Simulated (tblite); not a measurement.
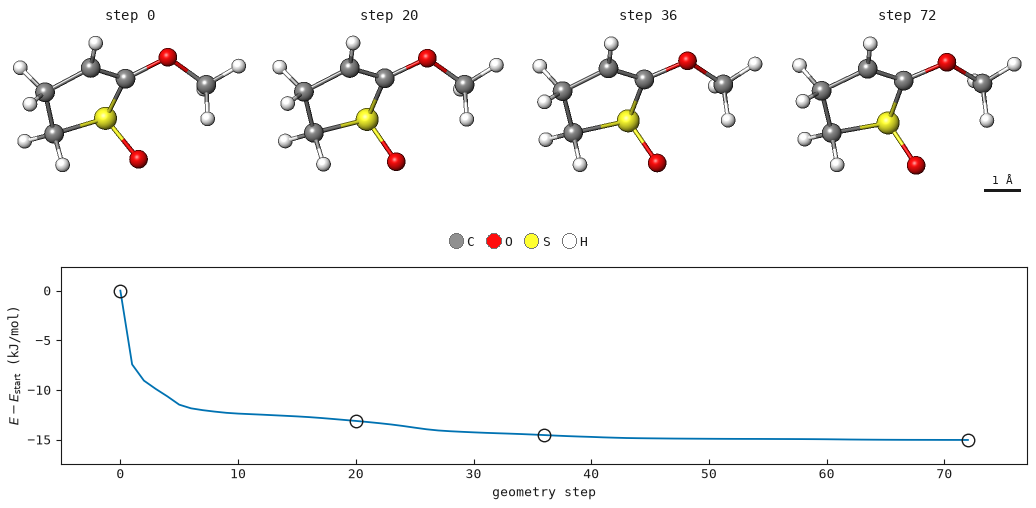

Frames of a relaxation of C₅H₈O₂S, marked on the history of the run. Style: ball-and-stick. Shown from a free direction.

Computed with GFN2-xTB geometry optimisation, gas phase in tblite 0.8.0. 

> What happens along the run?

The largest move after the best rigid fit is that of an O atom, 0.36 Å. Largest moves by element: O 0.36 Å, H 0.35 Å, S 0.24 Å, C 0.18 Å. Among the contacts that change: C–S 1.798 → 1.844 Å, O–S 1.502 → 1.468 Å, C–S 1.832 → 1.852 Å, C–O 1.436 → 1.415 Å. Bond angles that change, for instance: O–C–S 126.7° → 121.3°, O–C–C 121.8° → 125.4°, S–C–H 108.1° → 104.8°. Groups turn about C–O by about 20°. Over 72 geometry steps the energy falls by 15.0 kJ/mol. From step 0 to 20: an O atom moves most (0.11 Å), energy −13.1 kJ/mol. From step 20 to 36: O and H atoms move most (0.16 Å), energy −1.42 kJ/mol. From step 36 to 72: an H atom moves most (0.15 Å), energy −0.49 kJ/mol.

```csv
step,"E − E(0), kJ/mol"
0,0.00
1,-7.43
2,-9.05
3,-9.89
4,-10.65
5,-11.48
6,-11.84
7,-12.03
8,-12.17
9,-12.30
10,-12.38
13,-12.54
17,-12.81
20,-13.11
23,-13.47
26,-13.95
30,-14.26
33,-14.39
36,-14.54
39,-14.69
43,-14.83
46,-14.88
49,-14.90
52,-14.92
56,-14.93
59,-14.95
62,-14.99
65,-15.01
69,-15.02
72,-15.03
```
